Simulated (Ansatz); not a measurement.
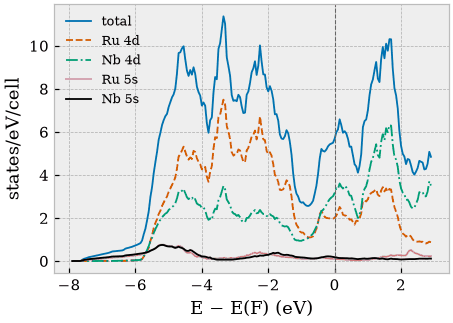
Fig. 1. Total and projected density of states of NbRu in space group P2/m (No. 10; Nb on 2m, Nb on 1a, Ru on 1e, Ru on 2n), the program Ansatz at the r²SCAN level (PAW)

Task: Which orbitals carry the states next to the Fermi level?

Result: Within 0.5 eV of the Fermi level: Nb 4d 53 %, Ru 4d 38 %. Projections are on Löwdin-orthogonalised atomic valence shells; empty p or d shells of many metals are not among them.

Task: Where is the tallest occupied peak in this window, and what makes it?

Result: Near -3.3 eV, about 11 states/eV per cell; the largest projected share is Ru 4d.

The start of the workflow was typed in or built on a structure type; neither database checked (COD, Materials Project) lists it. COD files the formula under space group No. 123, 221. Whether it is the stable phase at ambient conditions was not checked. The r²SCAN relaxation kept the symmetry of its start; whether a distortion lowers the energy is not shown. The run is not spin-polarised. Spin–orbit coupling is left out wherever it is not named.

Potentials: the later of the program's two PAW sets.
